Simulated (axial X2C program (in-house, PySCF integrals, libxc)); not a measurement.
# HfP⁺: properties at the nuclei

Aim: properties at the nuclei of HfP⁺, with spin–orbit coupling in the Hamiltonian from the start.

Method: two-component X2C with atomic mean-field terms, Hf dyall-cv3z, P dyall-v3z; program: an in-house X2C program for linear molecules on PySCF integrals.

All values are calculated.

## 1. Input

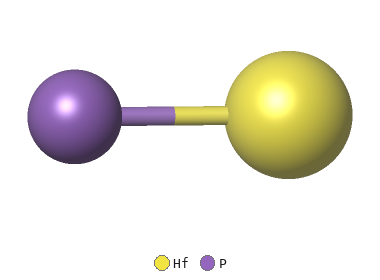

The two atoms at 2.300 Å (hafnium yellow, phosphorus purple).

Contents of task.json:

```json
{"zs": [72, 15], "q": 1, "bas": ["dyall-cv3z", "dyall-v3z"], "r0": 2.3, "levels": ["PBE0", "HF", "BHandHLYP", "r2SCAN", "B3LYP"], "nst": 3}
```

Keys: zs atomic numbers; q charge; bas basis sets; r0 starting distance in Å; levels methods (HF also brings MP2); nst determinants followed.

On the command line:

```console
$ python soeom.py task.json out
```

After this run come: Expectation values, lowest determinant; Expectation values, a higher determinant; Expectation values, a higher determinant.

Q: Predict the outcome of this session. Wanted: lowest determinant; qzz Hf; qzz P; higher determinant; Eeff magnitude; Ws magnitude Hf; A∥/gI Hf (for each run or level that gives them).

**Answer**, as computed:

| quantity | value |
| --- | --- |
| lowest determinant | Ω = 0 (closed shell) |
| qzz Hf (a.u.), PBE0 | -4.62 |
| qzz P (a.u.), PBE0 | -0.79 |
| higher determinant | Ω = 2 (excess of +ω over −ω: ω = 1/2, ω = 3/2) |
| Eeff magnitude (GV/cm), PBE0, higher determinant | 17.3 |
| Ws magnitude Hf (kHz), PBE0, higher determinant | 7.12 |
| A∥/gI Hf (MHz), PBE0, higher determinant | 2300 |
| qzz Hf (a.u.), PBE0, higher determinant | -5.83 |
| higher determinant | Ω = 1 (excess of +ω over −ω: ω = -1/2, ω = 3/2) |
| Eeff magnitude (GV/cm), PBE0, higher determinant | 19.5 |
| Ws magnitude Hf (kHz), PBE0, higher determinant | 17.9 |
| A∥/gI Hf (MHz), PBE0, higher determinant | -4440 |
| qzz Hf (a.u.), PBE0, higher determinant | -5.88 |

In words: The expectation values come from single determinants, which for open shells can mix terms of unlike spin or miss the lowest Ω, so a determinant need not be a state. Eeff is the effective electric field on the electron dipole moment in this Ω state and Ws the scalar–pseudoscalar constant (defined with the proton number Z and per Ω); A∥ is the parallel hyperfine constant, which follows by multiplying with the nuclear g factor gI = μI/(I μN); qzz is the electric field gradient, eQq0 = 234.96 MHz × Q/barn × qzz. The operators were transformed with the bare-nucleus X2C matrices.
